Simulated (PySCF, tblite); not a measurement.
# C6H9O radical: geometry, infrared bands and EPR parameters

Wanted: the infrared bands and EPR parameters of C6H9O radical (`[CH2]OC=C1CCC1`), by calculation.

Computed with tblite 0.8.0 and PySCF 2.14.0, with density-fitted response routines of our own, on a single molecule in the gas phase. Atoms count from 0, in the outputs and in this text.

### 1 The starting structure

16 atoms, charge 0, multiplicity 2; geometry from: force field or distance geometry start.

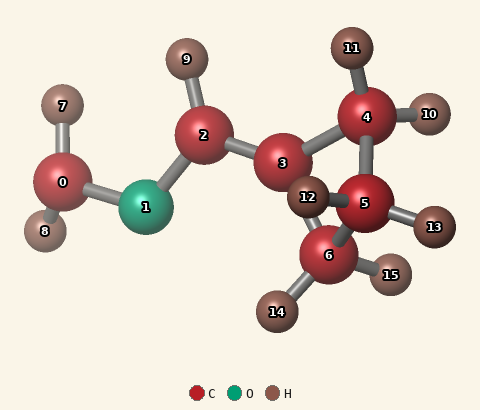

The starting geometry (carbon red, oxygen teal, hydrogen brown), atoms numbered; sticks join atoms by distance.

### 2 Optimising the geometry with GFN2-xTB

The job: settings as JSON, then the geometry in Å.

```
{"job": {"kind": "relax", "xc": "GFN2-xTB", "basis": "xTB"}, "charge": 0, "multiplicity": 2}
C      3.277800     0.648100    -0.034700
O      1.945400     0.224500    -0.286600
C      1.002100     0.408000     0.705800
C     -0.225300    -0.044300     0.436500
C     -1.555900    -0.111400     1.124400
C     -2.124000     0.014100    -0.293500
C     -0.876600    -0.765500    -0.691700
H      3.452300     0.889100     1.044300
H      4.040000    -0.007600    -0.472300
H      1.221800     0.921800     1.654400
H     -1.733100    -1.096500     1.592100
H     -1.769200     0.734400     1.794100
H     -2.075100     1.062600    -0.661200
H     -3.064700    -0.519600    -0.458400
H     -0.458100    -0.496400    -1.673300
H     -1.065000    -1.852100    -0.523800
```

Command:

```sh
> OMP_NUM_THREADS=1 python probes_run.py task.json out
```

This one command runs all jobs of the session in turn.

Output:

```text
step      E/eV     max force
  0    -581.02089    2.473
  1    -581.31600    1.342
  2    -581.48715    1.011
  3    -581.56241    0.874
  4    -581.60423    0.543
  5    -581.62891    0.402
  6    -581.64667    0.369
  7    -581.66439    0.412
  8    -581.67848    0.331
  9    -581.68938    0.216
 10    -581.69957    0.251
 11    -581.71505    0.390
 12    -581.73856    0.534
 13    -581.76126    0.488
 14    -581.77554    0.296
 15    -581.78609    0.220
 16    -581.79352    0.256
 17    -581.80018    0.251
 18    -581.80705    0.222
 19    -581.81326    0.229
 20    -581.81858    0.251
 21    -581.82334    0.228
 22    -581.82776    0.192
 23    -581.83153    0.189
 24    -581.83541    0.176
 25    -581.83925    0.132
 26    -581.84311    0.125
 27    -581.84530    0.135
 28    -581.84740    0.122
 29    -581.84879    0.098
 30    -581.85023    0.089
 31    -581.85162    0.088
 32    -581.85294    0.097
 33    -581.85394    0.077
 34    -581.85467    0.057
 35    -581.85529    0.058
 36    -581.85614    0.083
 37    -581.85747    0.098
 38    -581.85927    0.105
 39    -581.86108    0.099
 40    -581.86262    0.114
 41    -581.86397    0.132
 42    -581.86551    0.125
 43    -581.86733    0.123
 44    -581.86895    0.120
 45    -581.87043    0.084
 46    -581.87172    0.077
 47    -581.87291    0.085
 48    -581.87480    0.099
 49    -581.87671    0.090
 50    -581.87864    0.106
 51    -581.88033    0.117
 52    -581.88184    0.110
 53    -581.88340    0.105
 54    -581.88471    0.121
 55    -581.88657    0.130
 56    -581.88828    0.097
 57    -581.89003    0.083
 58    -581.89090    0.084
 59    -581.89216    0.080
 60    -581.89301    0.065
 61    -581.89360    0.065
 62    -581.89393    0.057
 63    -581.89432    0.052
 64    -581.89470    0.040
 65    -581.89494    0.041
 66    -581.89514    0.030
 67    -581.89527    0.023
 68    -581.89536    0.021
 69    -581.89544    0.020
 70    -581.89552    0.026
 71    -581.89565    0.031
 72    -581.89580    0.034
 73    -581.89595    0.031
 74    -581.89604    0.024
 75    -581.89610    0.023
 76    -581.89617    0.023
 77    -581.89626    0.025
 78    -581.89635    0.025
 79    -581.89642    0.024
 80    -581.89648    0.027
 81    -581.89655    0.026
 82    -581.89667    0.026
 83    -581.89679    0.024
 84    -581.89686    0.019
 85    -581.89690    0.014
 86    -581.89694    0.012
 87    -581.89697    0.010
 88    -581.89699    0.016
 89    -581.89701    0.013
 90    -581.89703    0.009
```

Wall time 0.5 s (1 thread of Arm Neoverse V1, shared host); peak memory 0.18 GiB.

Along the way: (not every step is listed)

```csv
step,energy from step 0 (eV),largest force (eV/Å)
0,0.0000,2.4731
1,-0.2951,1.3420
2,-0.4663,1.0108
3,-0.5415,0.8738
4,-0.5833,0.5432
5,-0.6080,0.4023
6,-0.6258,0.3692
7,-0.6435,0.4120
8,-0.6576,0.3306
15,-0.7652,0.2200
22,-0.8069,0.1922
29,-0.8279,0.0976
36,-0.8352,0.0830
43,-0.8464,0.1227
50,-0.8578,0.1060
57,-0.8691,0.0829
64,-0.8738,0.0401
71,-0.8748,0.0312
78,-0.8755,0.0247
85,-0.8760,0.0140
86,-0.8760,0.0119
87,-0.8761,0.0104
88,-0.8761,0.0159
89,-0.8761,0.0130
90,-0.8761,0.0087
```

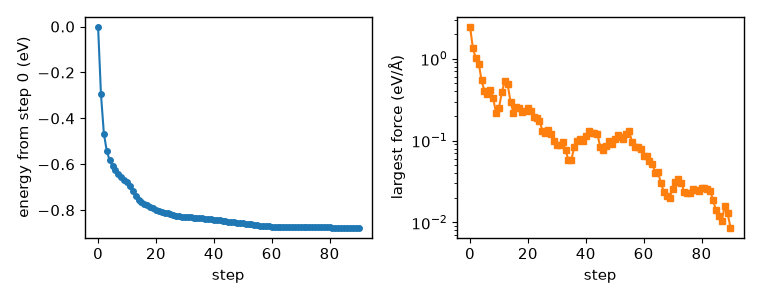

Energy and largest force along the relaxation.

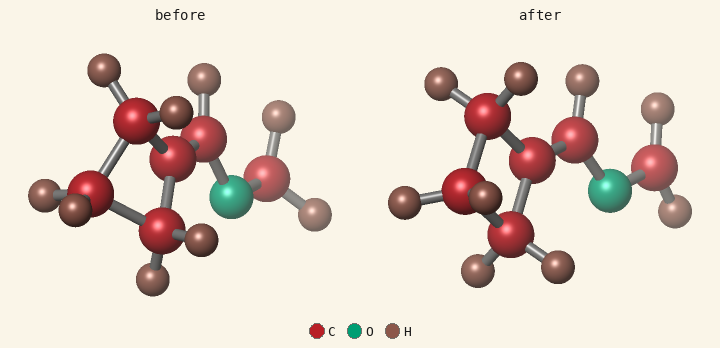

The geometry before (left) and after (right).

Close pairs (by a distance rule), those that changed most:

```csv
bond,before (Å),after (Å),change (Å)
C0–O1,1.421,1.340,-0.080
C0–H7,1.119,1.075,-0.044
O1–C2,1.381,1.344,-0.037
C0–H8,1.097,1.069,-0.027
C6–H15,1.116,1.090,-0.026
C5–H12,1.112,1.087,-0.025
C5–C6,1.524,1.540,+0.017
C4–H10,1.105,1.090,-0.014
```

The next job starts from the end point, and lists it.

### 3 Harmonic vibrations with GFN2-xTB

The job: settings as JSON, then the geometry in Å.

```
{"job": {"kind": "ir", "xc": "GFN2-xTB", "basis": "xTB"}, "charge": 0, "multiplicity": 2}
C      3.333805     0.212672     0.269709
O      2.071974     0.024287    -0.140980
C      1.047064     0.259573     0.696527
C     -0.223386     0.037496     0.344038
C     -1.525031     0.213904     1.069003
C     -2.248340    -0.320199    -0.182778
C     -0.892689    -0.475759    -0.897630
H      3.537418     0.655400     1.227879
H      4.078895     0.113339    -0.490682
H      1.296964     0.645525     1.681583
H     -1.636488    -0.400612     1.962798
H     -1.762485     1.245018     1.332896
H     -2.922635     0.394129    -0.649125
H     -2.779509    -1.255328    -0.022625
H     -0.758723     0.156155    -1.775639
H     -0.624433    -1.496655    -1.168902
```

Output:

```text
mode    cm-1     km/mol
  1      62.8      0.04
  2     129.8      0.31
  3     131.2      0.76
  4     218.7      7.71
  5     259.5     80.62
  6     339.8      5.82
  7     373.1      1.05
  8     403.5      0.80
  9     456.4      0.93
 10     741.4      0.35
 11     772.3      4.63
 12     773.4      1.12
 13     852.3      3.74
 14     925.8      5.48
 15    1009.1     26.47
 16    1014.0      0.55
 17    1032.2      0.31
 18    1048.8      0.15
 19    1057.3      3.62
 20    1114.8     65.26
 21    1167.1      0.04
 22    1175.7      0.04
 23    1179.6      3.51
 24    1230.4      0.47
 25    1237.0      2.39
 26    1257.0      0.11
 27    1290.5      0.92
 28    1326.5     18.05
 29    1371.3      0.43
 30    1453.3      2.49
 31    1457.2      0.21
 32    1484.2      0.45
 33    1693.5      9.82
 34    2961.3     30.20
 35    2969.3     11.03
 36    2984.6     37.42
 37    2992.1     31.00
 38    2999.8     65.38
 39    3019.4     63.27
 40    3025.9     56.60
 41    3106.2     22.97
 42    3196.8     15.72
```

It took 0.43 s on 1 thread of Arm Neoverse V1, shared host; peak memory 0.18 GiB.

Which atoms move in the most intense modes:

```csv
cm⁻¹,km/mol,atoms
260,80.6,"H7 42 %, H8 34 %, C0 13 %"
1115,65.3,"H7 22 %, O1 21 %, C0 17 %, C2 13 %"
2961,30.2,"H11 46 %, H10 40 %"
2985,37.4,"H10 49 %, H11 44 %"
2992,31.0,"H15 51 %, H14 42 %"
3000,65.4,H9 90 %
3019,63.3,"H12 51 %, H13 35 %"
3026,56.6,"H13 55 %, H12 40 %"
```

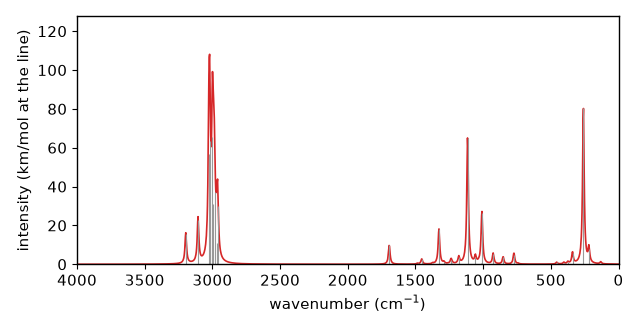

The infrared spectrum from these modes, unscaled. Lines are broadened to a width of 14 cm⁻¹ (Lorentzian).

### 4 EPR parameters: B3LYP/pcH-1

Settings changed since step 3:

```diff
@@ -1,2 +1,2 @@
-{"job": {"kind": "ir", "xc": "GFN2-xTB", "basis": "xTB"}, "charge": 0, "multiplicity": 2}
+{"job": {"kind": "epr", "basis": "pcH-1"}, "charge": 0, "multiplicity": 2}
 C      3.333805     0.212672     0.269709
```

Method: UKS B3LYP, pcH-1 on C H O, non-relativistic, mean-field spin-orbit, GIAO.

Output:

```text
UKS, coarse grid
  cycle   1  E = -309.11198232  |g| = 3.85e-01
  cycle   2  E = -309.05352031  |g| = 5.44e-01
  cycle   3  E = -309.17385344  |g| = 8.05e-02
  cycle   4  E = -309.17615020  |g| = 2.78e-02
  cycle   5  E = -309.17651792  |g| = 8.56e-03
  cycle   6  E = -309.17654737  |g| = 5.28e-03
  cycle   7  E = -309.17655973  |g| = 1.50e-03
  cycle   8  E = -309.17656184  |g| = 7.77e-04
UKS, final grid
  cycle   1  E = -309.17657431  |g| = 1.05e-03
  cycle   2  E = -309.17657351  |g| = 1.75e-03
  cycle   3  E = -309.17657487  |g| = 2.78e-04
  cycle   4  E = -309.17657491  |g| = 6.82e-05
  cycle   5  E = -309.17657493  |g| = 5.58e-05
  cycle   6  E = -309.17657493  |g| = 1.67e-05
E = -309.17657493 Eh   <S^2> = 0.7555 (exact 0.7500)
g shifts (ppm)      1          2          3
  rmc          -184       -184       -184
  gc             -3         45         34
  oz_so         -18       1074       1930
  total        -205        935       1780
hyperfine (MHz)  atom isotope    a_iso     a_fc   dipolar eigenvalues
    0   13C      95.28      95.28    -75.31    -73.60    148.91
    1   17O     -20.85     -20.85    -63.17     30.37     32.80
    2   13C     -11.26     -11.26    -10.28      2.84      7.44
    3   13C      10.96      10.96     -9.93     -8.88     18.82
    4   13C      -4.65      -4.65     -0.28     -0.08      0.36
    5   13C       0.67       0.67     -0.27     -0.23      0.50
    6   13C      -4.22      -4.22     -0.26     -0.08      0.34
    7    1H     -56.00     -56.00    -35.91      0.18     35.73
    8    1H     -56.61     -56.61    -35.70     -0.14     35.84
    9    1H       2.57       2.57     -4.11     -4.00      8.11
   10    1H      13.26      13.26     -0.89     -0.74      1.63
   11    1H      13.50      13.50     -0.87     -0.76      1.64
   12    1H      -0.52      -0.52     -0.56     -0.53      1.09
   13    1H      -0.55      -0.55     -0.57     -0.53      1.10
   14    1H      11.85      11.85     -1.25     -0.74      1.99
   15    1H      11.49      11.49     -1.27     -0.74      2.01
```

Wall time 67 s (1 thread of Arm Neoverse V1, shared host); peak memory 0.97 GiB.

Principal g values 2.00211, 2.00325, 2.00410; g(iso) = 2.00316, against 2.00232 for a free electron.

Hyperfine couplings; where a row names several nuclei, a(iso) is their mean (it holds for fast rotation or exchange) and the dipolar term the largest among them:

```csv
nuclei,isotope,a(iso) (MHz),"a(iso) (G, at g = 2.0023)",largest dipolar term (MHz)
C0,13C,95.3,34.0,148.9
"H7, H8",1H,-56.3,-20.1,-35.9
O1,17O,-20.8,-7.4,-63.2
"H10, H11",1H,13.4,4.8,1.6
"H14, H15",1H,11.7,4.2,2.0
C2,13C,-11.3,-4.0,-10.3
C3,13C,11.0,3.9,18.8
C4,13C,-4.6,-1.7,0.4
C6,13C,-4.2,-1.5,0.3
H9,1H,2.6,0.9,8.1
C5,13C,0.7,0.2,0.5
"H12, H13",1H,-0.5,-0.2,1.1
```

Mulliken spin populations:

C0 0.92; O1 0.11; C2 -0.07; C3 0.12; C4 -0.01; C5 0.00; C6 -0.01; H7 -0.04; H8 -0.04; H9 0.00; H10 0.01; H11 0.01; H12 0.00; H13 0.00; H14 0.01; H15 0.01

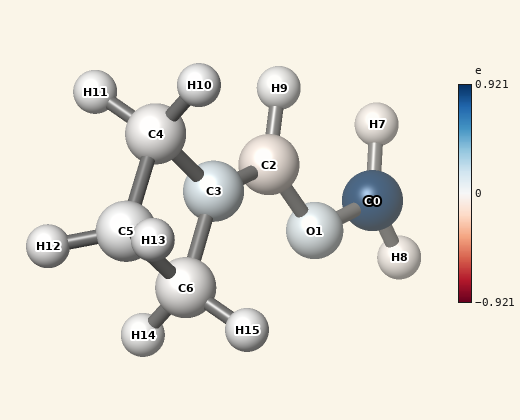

Mulliken spin populations, as colours on the atoms.

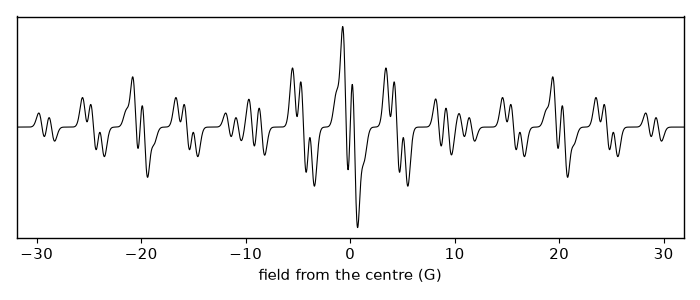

First-order isotropic spectrum (first derivative, main isotopes with spin only, couplings over 0.8 MHz, Gaussian width 0.3 G; couplings of the frozen geometry, rotation of groups not averaged beyond the rows shown).

Orbitals, density, ELF and potential are computed afterwards from the orbital file.

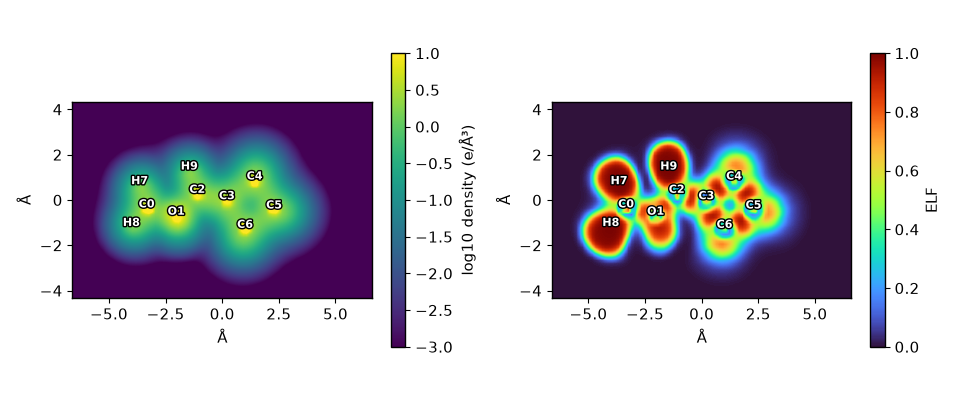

Density (left) and ELF (right) in a plane through or near 10 of the atoms.

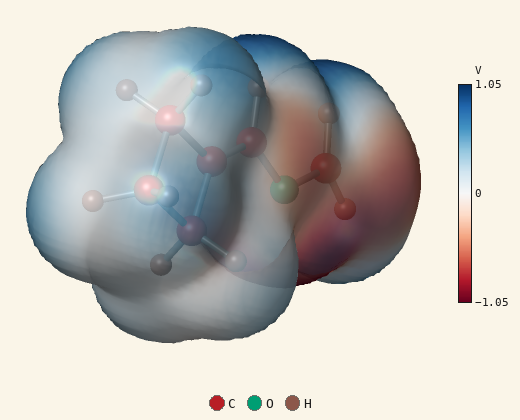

Electrostatic potential on the surface of density 0.002 e/bohr³; red is low, blue high. It runs from -1.05 V near O1 to 0.97 V near H9.

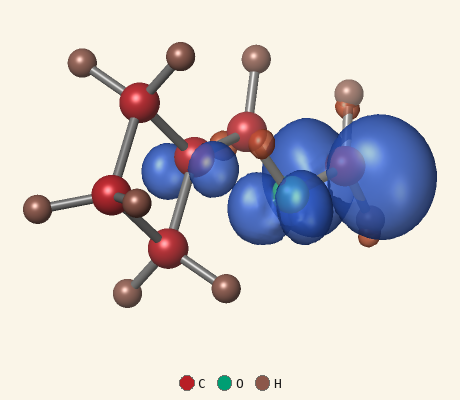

Spin density at ±0.04 e/Å³ (alpha excess blue, beta excess red).

### 5 Summary of results

| quantity | value |
| --- | --- |
| strongest single infrared mode (GFN2-xTB) | 260 cm⁻¹, 81 km/mol |
| zero-point energy (GFN2-xTB) | 81.9 kcal/mol |
| g(iso) (B3LYP) | 2.00316 |
| ⟨S²⟩ | 0.755 (exact 0.75) |
| largest a(iso) (averaged by class) | 13C on C0, 95.3 MHz |
| surface potential, least and greatest | -1.05 V and 0.97 V |

**Reading.** Over 90 steps the energy fell by 0.876 eV; of the close pairs, C0–O1 changed most, 1.421 to 1.340 Å. All 42 modes are real, so the xTB geometry is a minimum. The strongest single mode, at 260 cm⁻¹, moves mainly H7 and H8. Unscaled tight-binding wavenumbers are off by several per cent, some by more. Its intensities can rank the bands wrongly. C0 carries the largest spin population, 0.92 e. The isotropic g lies 0.8 ppt above the free-electron value.
